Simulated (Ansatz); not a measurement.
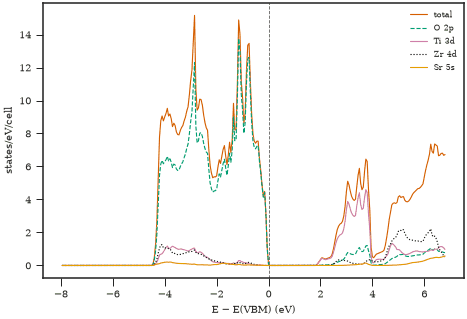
Figure. Total and projected density of states of Sr2ZrTiO6 in space group P4/mmm (No. 123; Pearson symbol tP10), PBEsol (plane waves, PAW; program Ansatz)

Task: Which orbitals carry the states next to the gap?

Result: Top 1 eV of the valence band: O 2p 95 %. Bottom 1 eV of the conduction band: Ti 3d 79 %, Zr 4d 10 %, O 2p 9 %. Projections are on Löwdin-orthogonalised atomic valence shells; empty p or d shells of many metals are not among them.

Task: Where is the tallest occupied peak in this window, and what makes it?

Result: Near -2.8 eV, about 15 states/eV per cell; the largest projected share is O 2p.

The start of the workflow was typed in or built on a structure type; neither database checked (COD, Materials Project) lists it. Its standing as an ambient phase is unchecked. The cell was relaxed with PBEsol under the symmetry of its start. At this level the phase is dynamically unstable (imaginary phonons). The workflow began spin-polarised and lost its moments. Spin–orbit coupling is left out wherever it is not named.

Potentials: the earlier of the program's two PAW sets. The files were generated under PBE; for other functionals the program regenerates the frozen cores, and for LDA and PBEsol the local potential too.
